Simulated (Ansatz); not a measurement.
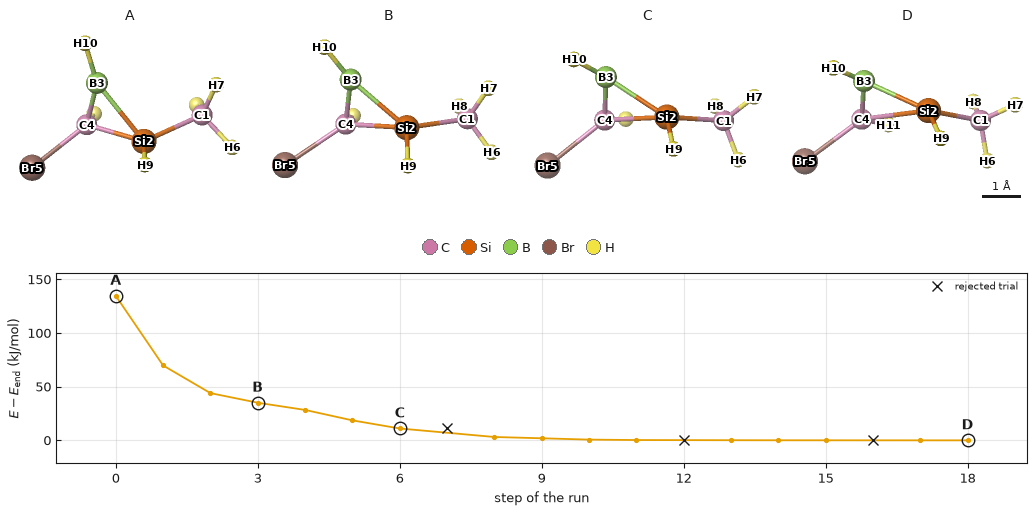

Frames of a relaxation of C2H6BBrSi (coarse preliminary run), marked on the history of the run. The picture is a ball-and-stick view, seen face on.

The start comes from a force field.

Computed with RKS PBE-D4/def2-SVP (Ansatz 0.2.0). (force threshold 0.03 eV/Å; at most 200 steps)

Q: What happens along the run?

A: Over 15 accepted moves (18 points after the start) the energy falls by 134.7 kJ/mol. The largest force component goes from 3.2 to 0.0064 eV/Å. The line search rejected the trial steps at points 7, 12, 16 of the run. The largest move after the best rigid fit is that of H10, 1.08 Å. By element the largest moves are H 1.08 Å, Si 0.96 Å, Br 0.78 Å, B 0.29 Å, C 0.18 Å. Some distances before and after: Si2–Br5 3.113 → 3.938 Å, Si2–C4 1.798 → 2.214 Å, Si2–B3 2.019 → 1.918 Å, C1–H6 1.187 → 1.109 Å. Bond angles that change, for instance: Si2–C4–Br5 114.3° → 143.6°, C1–Si2–B3 104.9° → 130.8°, Si2–C4–H11 110.6° → 85.5°. The run took 14 s on 4 threads of AMD EPYC 9R45 96-Core (shared host). From step 0 to 3: H10 moves most (0.54 Å), energy −99.6 kJ/mol. From step 3 to 6: H atoms move most (0.51 Å), energy −24.0 kJ/mol. From step 6 to 18: H9 moves most (0.39 Å), energy −11.1 kJ/mol.

```json
{"step": "0", "E − E(0), kJ/mol": "0.00", "largest force component, eV/Å": "3.1610", "note": ""}
{"step": "1", "E − E(0), kJ/mol": "-64.89", "largest force component, eV/Å": "1.2821", "note": ""}
{"step": "2", "E − E(0), kJ/mol": "-90.66", "largest force component, eV/Å": "0.4469", "note": ""}
{"step": "3", "E − E(0), kJ/mol": "-99.62", "largest force component, eV/Å": "0.4424", "note": ""}
{"step": "4", "E − E(0), kJ/mol": "-106.33", "largest force component, eV/Å": "0.4553", "note": ""}
{"step": "5", "E − E(0), kJ/mol": "-116.05", "largest force component, eV/Å": "0.7300", "note": ""}
{"step": "6", "E − E(0), kJ/mol": "-123.62", "largest force component, eV/Å": "0.7464", "note": ""}
{"step": "7", "E − E(0), kJ/mol": "-122.93", "largest force component, eV/Å": "0.8903", "note": "rejected"}
{"step": "8", "E − E(0), kJ/mol": "-131.55", "largest force component, eV/Å": "0.3741", "note": ""}
{"step": "9", "E − E(0), kJ/mol": "-132.74", "largest force component, eV/Å": "0.1940", "note": ""}
{"step": "10", "E − E(0), kJ/mol": "-133.99", "largest force component, eV/Å": "0.1526", "note": ""}
{"step": "11", "E − E(0), kJ/mol": "-134.39", "largest force component, eV/Å": "0.0888", "note": ""}
{"step": "12", "E − E(0), kJ/mol": "-134.20", "largest force component, eV/Å": "0.1328", "note": "rejected"}
{"step": "13", "E − E(0), kJ/mol": "-134.55", "largest force component, eV/Å": "0.0519", "note": ""}
{"step": "14", "E − E(0), kJ/mol": "-134.61", "largest force component, eV/Å": "0.0555", "note": ""}
{"step": "15", "E − E(0), kJ/mol": "-134.63", "largest force component, eV/Å": "0.0936", "note": ""}
{"step": "16", "E − E(0), kJ/mol": "-134.58", "largest force component, eV/Å": "0.0813", "note": "rejected"}
{"step": "17", "E − E(0), kJ/mol": "-134.66", "largest force component, eV/Å": "0.0372", "note": ""}
{"step": "18", "E − E(0), kJ/mol": "-134.67", "largest force component, eV/Å": "0.0064", "note": ""}
```
